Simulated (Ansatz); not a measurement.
# SiPH4 (SMILES [SiH2]P): UB3LYP/STO-3G

Aim: the electronic atomisation energy of SiPH4 at UB3LYP/STO-3G, from 4 runs. 

The results are computed with Ansatz 0.2.0.

47 further runs of the same task are left out: 47 set aside as unsound or not needed.

### 1 The structure to begin with

The species is SiPH4 (6 atoms), meant as a doublet with charge 0. SMILES: `[SiH2]P`. The shape is that of a GFN2-xTB optimisation. This is one conformer, not always the lowest.

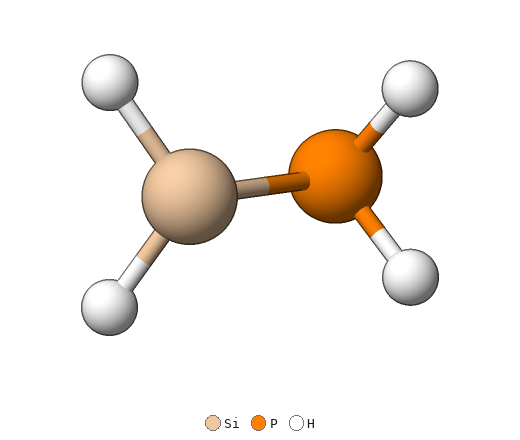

Viewed from a chosen angle; silicon light orange, phosphorus orange, hydrogen white.

### 2 A single-point energy at UB3LYP/STO-3G

Contents of molecule.yaml:

```yaml
crystal:
  periodic: [false, false, false]
  atoms:
    - {symbol: Si, position_ang: [0.127020, -0.986120, -0.104660]}
    - {symbol: P, position_ang: [-0.338670, 1.170000, 0.142220]}
    - {symbol: H, position_ang: [-0.300620, -1.724700, 1.087920]}
    - {symbol: H, position_ang: [-0.579260, -1.514310, -1.276300]}
    - {symbol: H, position_ang: [0.434680, 1.617150, -0.915300]}
    - {symbol: H, position_ang: [0.656850, 1.437980, 1.066130]}
basis:
  gaussian:
    orbitals: STO-3G
magnetization:
  spin_polarized: true
  initial_magnetization: 1
hamiltonian:
  xc: {name: B3LYP}
accuracy: high
```

Started as:

```console
ansatz run molecule.yaml --threads 1 --pin off --max-ram 2610MiB --events-out events.jsonl --progress --plain --runs-dir runs
```

What it wrote:

```text
Warning: RAYON_NUM_THREADS=1 ignored (pool sized by the plan → 1); use --threads N
Functional definition: B3LYP
  name "B3LYP"
  parameter a0 = 0.2
  parameter ax = 0.72
  parameter ac = 0.81
  exchange = (1 - a0 - ax)*slater_x + ax*b88_x + a0*exact_x
  correlation = (1 - ac)*vwn_rpa_c + ac*lyp_c
391 factors; integrals over basis functions are off by at most 2.7e-9 eV
mean field evaluation 1: about -17032.9627 eV, gradient 7.4e0 eV
mean field evaluation 2: about -17033.2945 eV, gradient 4.1e0 eV
mean field evaluation 4: about -17033.4302 eV, gradient 1.8e-1 eV
mean field evaluation 8: about -17033.3945 eV, gradient 3.1e-3 eV
mean field evaluation 16: about -17033.3945 eV, gradient 1.7e-7 eV
mean field -17033.39451505 eV, -625.9657027788 hartree, gradient 2.5e-8 eV, S^2 0.750791; 0 other end points of the search recorded, 0 dependent functions left out
reference -17033.39454322 eV, -625.9657038138 hartree; 17, 16 occupied and 5, 6 virtual orbitals, 391 factors
Total energy: -17033.39454322 eV, -625.9657038138 hartree
```

Run time: 1.5 s. Hardware: 1 thread of AMD EPYC 9R14 (Zen 4), shared host; peak memory 0.16 GiB.

### 3 The H atom at the same level

Contents of molecule.yaml:

```yaml
crystal:
  periodic: [false, false, false]
  atoms:
    - {symbol: H, position_ang: [0.000000, 0.000000, 0.000000]}
basis:
  gaussian: {orbitals: STO-3G}
hamiltonian: {xc: {name: B3LYP}}
magnetization: {spin_polarized: true, initial_magnetization: 1}
accuracy: high
```

Run the same way, it converges to -0.46753 Eh (log not shown).

### 4 The P atom

Contents of run.yaml:

```yaml
crystal:
  periodic: [false, false, false]
  atoms:
    - symbol: P
      position_ang: [0.000000, 0.000000, 0.000000]
basis:
  gaussian:
    orbitals: STO-3G
magnetization:
  spin_polarized: true
  initial_magnetization: 3
hamiltonian:
  xc: {name: B3LYP}
accuracy: high
```

Run the same way, it converges to -337.35853 Eh (log not shown).

### 5 The Si atom at the same level

Contents of input.yaml:

```yaml
basis:
  gaussian:
    orbitals: STO-3G
crystal:
  periodic: [false, false, false]
  atoms:
    - {symbol: Si, position_ang: [0.000000, 0.000000, 0.000000]}
total_charge: 0
hamiltonian:
  xc: {name: B3LYP}
accuracy: high
magnetization:
  spin_polarized: true
  initial_magnetization: 2
```

Started as:

```console
ansatz run input.yaml --threads 1 --pin off --max-ram 2610MiB --events-out events.jsonl --progress --plain --runs-dir runs
```

What it wrote (excerpt; [...] marks lines left out):

```text
Warning: RAYON_NUM_THREADS=1 ignored (pool sized by the plan → 1); use --threads N
[... 7 set-up lines as earlier in the session ...]
42 factors; integrals over basis functions are off by at most 1.8e-9 eV
mean field evaluation 1: about -7780.8809 eV, gradient 2.5e-1 eV
mean field evaluation 2: about -7780.8810 eV, gradient 1.3e-2 eV
mean field evaluation 4: about -7780.8806 eV, gradient 8.4e-4 eV
mean field evaluation 8: about -7780.8806 eV, gradient 5.0e-9 eV
mean field -7780.88062209 eV, -285.9420887916 hartree, gradient 5.0e-9 eV, S^2 2.000001; 0 other end points of the search recorded, 0 dependent functions left out
reference -7780.88064237 eV, -285.9420895369 hartree; 8, 6 occupied and 1, 3 virtual orbitals, 42 factors
Total energy: -7780.88064237 eV, -285.9420895369 hartree
```

It took 0.28 s on 1 thread of AMD EPYC 9R14 (Zen 4), shared host.

### 6 Outcome

At UB3LYP/STO-3G:

| quantity | value |
| --- | --- |
| molecule: total energy | -625.96570 Eh |
| molecule: ⟨S²⟩ | 0.751 |
| H atom: total energy | -0.46753 Eh |
| H atom: ⟨S²⟩ | 0.750 |
| P atom: total energy | -337.35853 Eh |
| P atom: ⟨S²⟩ | 3.750 |
| Si atom: total energy | -285.94209 Eh |
| Si atom: ⟨S²⟩ | 2.000 |
| electronic atomisation energy | 21.632 eV |

In words: Taking the molecule apart into free atoms costs 21.63 eV (499 kcal/mol), before zero-point energy and without spin-orbit coupling. In a minimal basis such a difference can be off by several eV, whatever the method.
